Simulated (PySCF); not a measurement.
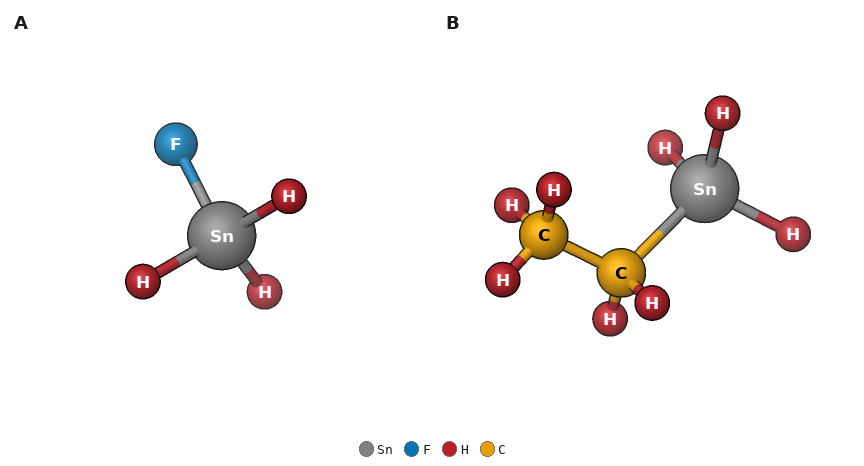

Two related species, optimised with PBE0-D3(BJ)/def2-SVP; properties computed with PySCF 2.14.0. Both: charge 0, singlet.

Question: Identify both.

Answer: A is SnFH3, B is SnEtH3.

Compare them. With ωB97X-D/def2-SVPD, core potentials on Sn: dipole moment (D), HOMO–LUMO gap (eV), HOMO energy (Kohn–Sham orbital) (eV), lowest vertical singlet excitation (eV), mean static polarisability (bohr³). With PBE0-D3(BJ)/def2-SVP: mean Sn–H length (Å).

| quantity | A | B |
| --- | --- | --- |
| dipole moment (D) | 2.95 | 0.91 |
| HOMO–LUMO gap (eV) | 12.13 | 11.28 |
| HOMO energy (Kohn–Sham orbital) (eV) | −11.31 | −9.64 |
| lowest vertical singlet excitation (eV) | 7.18 | 7.27 |
| mean static polarisability (bohr³) | 40.2 | 69.1 |
| mean Sn–H length (Å) | 1.708 | 1.717 |

Each is one conformer, and no frequency run is at hand to confirm it as a minimum.
